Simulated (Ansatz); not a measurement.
In doubt: masses and optical values from hybrid runs of this build are listed as unsure (in some of the runs), which bears on the screening that GW takes from such a start.

The crystal is SrTiO3 (I4/mcm).

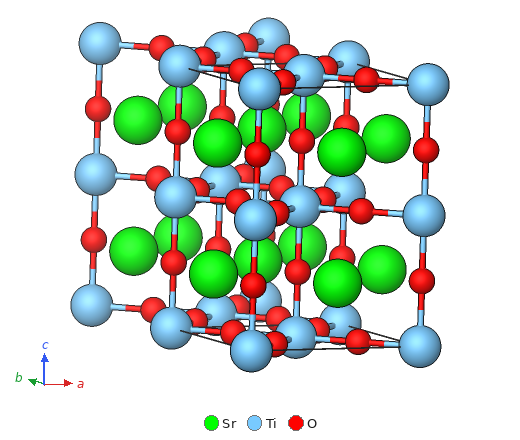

The structure (strontium green, titanium blue, oxygen red). 1×2×1 conventional cells are drawn. Some periodic images of atoms are drawn too.

It takes space group I4/mcm (No. 140, tetragonal). Conventional cell: a = 5.511 Å, b = 5.511 Å, c = 7.796 Å, α = 90.00°, β = 90.00°, γ = 90.00°. Sr has 12 O at 2.73 to 2.78 Å nearest. Ti has 6 O at 1.95 Å nearest. Nearest to O lie 2 Ti at 1.95 Å and 4 Sr at 2.76 Å. Nearest to O lie 2 Ti at 1.95 Å and 4 Sr at 2.73 to 2.78 Å. Farther neighbours and most contacts between anions are not listed.

```
Sr Ti O
1.0
    -2.75550    2.75550    3.89800
     2.75550   -2.75550    3.89800
     2.75550    2.75550   -3.89800
Sr Ti O
2 2 6
Direct
  0.75000 0.25000 0.50000
  0.25000 0.75000 0.50000
  0.00000 0.00000 0.00000
  0.50000 0.50000 0.00000
  0.25000 0.25000 0.00000
  0.75000 0.75000 0.00000
  0.74510 0.24510 0.99020
  0.24510 0.25490 0.50000
  0.25490 0.75490 0.00980
  0.75490 0.74510 0.50000
```

The cell and positions come from the Crystallography Open Database and are kept as given unless a step says otherwise. PAW set soft_2, made with PBE.

Gaps computed with Ansatz 0.2.0 without a self-energy: HSE06 3.36 eV, r2SCAN 2.28 eV and PBE0 4.10 eV.

Question: What gap should G0W0 on HSE06 give (4×4×4 mesh, 252 empty bands, screening to 96 eV, default PAW files)?

About 3.76 eV: on its mesh the run moves the gap from 3.36 eV by +0.40 eV. Among the scalar-relativistic levels given, PBE0 is nearest (+0.34 eV). Bands and cutoff are finite, so the gap is not at the basis limit. The miss can reach some tenths of an eV and take either sign; the mesh is an error of its own. The many-body steps are scalar-relativistic: spin-orbit coupling is not in them.

[Paths, hosts, dates, memory and timing lines, banners, echoed tables and standing remarks are left out of the program output.]

[Logs are printed without paths, hosts, clocks, repeated set-up lines and the standing remarks that a program may print on its own settings, such as how far it seeks lower states.]

[Runs of the session that timed out or met a known fault of the program may be left out.]

[Cells called generated may have been cut or substituted from an entry of the Crystallography Open Database or the Materials Project.]

[Hosts, paths, dates, database ids (printed as entryN), source tags and the programs' standing remarks are cut or masked in the printed files.]
